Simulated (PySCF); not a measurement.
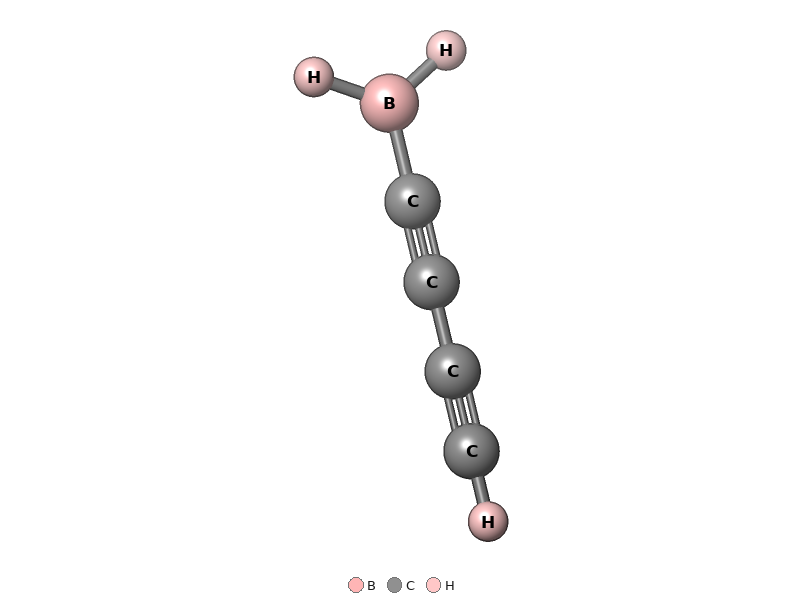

Orthographic view. Distant atoms are faded towards the background colour. Computed geometry: PBE0-D3(BJ)/def2-SVP optimisation. No frequency run is at hand to confirm it as a minimum.

Give the standard InChI.

Answer. InChI=1S/C4H3B/c1-2-3-4-5/h1H,5H2
